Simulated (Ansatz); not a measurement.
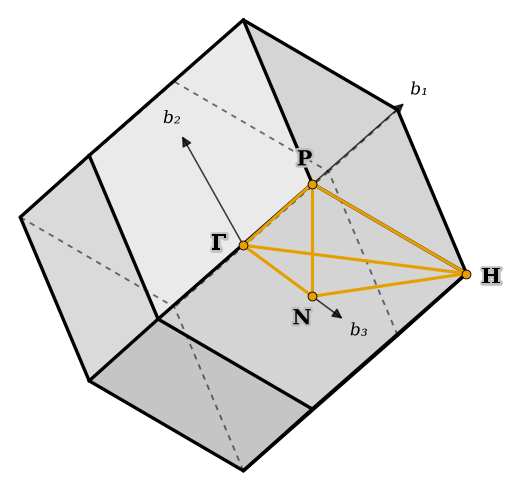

For K, the input geometry of an electronic-structure calculation (not necessarily at equilibrium): the figure shows the first Brillouin zone with its special points and a band path. All values are computed from the atomic coordinates in the standard setting (tolerance 0.002 Å).

Labels and path follow the convention of Hinuma et al. (2017), as computed by seekpath; the arrows show the directions of the reciprocal primitive vectors b₁, b₂, b₃.

Question: Name the Bravais lattice of the crystal.

Answer: A body-centred cubic lattice (cI; extended symbol cI1). The zone is a rhombic dodecahedron in its combinatorial type: 12 faces (12 with 4 edges), 24 edges, 14 vertices.

Question: Write the standard path through the labelled points.

Answer: Γ–H–N–Γ–P–H | P–N
